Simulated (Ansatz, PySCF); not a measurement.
Stretching the Si1–H4 bond in C2H4Si (SMILES C#C[SiH3]) (multiplicity 1 held, fragments rigid). Energies count from the point at 1.479 Å.
Geometry at that point (charge 0, multiplicity 1):
| atom | x (Å) | y (Å) | z (Å) |
|---|---|---|---|
| Si | -0.9456 | -0.0781 | -0.4697 |
| C | 0.6846 | 0.0566 | 0.3401 |
| C | 1.7613 | 0.1455 | 0.8750 |
| H | -1.0538 | 0.9501 | -1.5267 |
| H | -1.0849 | -1.4224 | -1.0694 |
| H | -2.0102 | 0.1295 | 0.5351 |
| H | 2.7115 | 0.2240 | 1.3470 |

R- and RO- levels are restricted; in cc, def2 and unpolarised 6-31G sets they are followed outwards from rest. U- levels take the lowest unrestricted solution at each point, which mixes spins at long bonds. Active spaces are followed from a long bond inwards. Levels need not reach the same state.

Correlated levels freeze the cores. Rows in 3-21G carry no dispersion term and start afresh at each structure.

Run with Ansatz (an electronic-structure program); PySCF for 3-21G rows. 

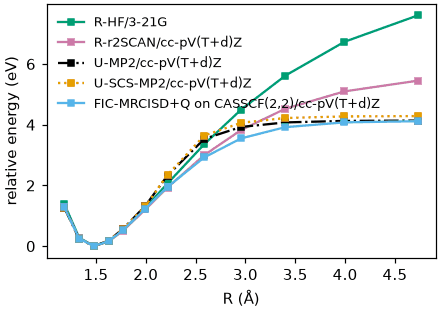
Figure: Relative energy along the coordinate

Doubts at one or more of the structures used: a restricted determinant that unrestricted orbitals would lower (R-HF/3-21G, R-r2SCAN/cc-pV(T+d)Z); a spin-contaminated determinant (U-MP2/cc-pV(T+d)Z, U-SCS-MP2/cc-pV(T+d)Z).
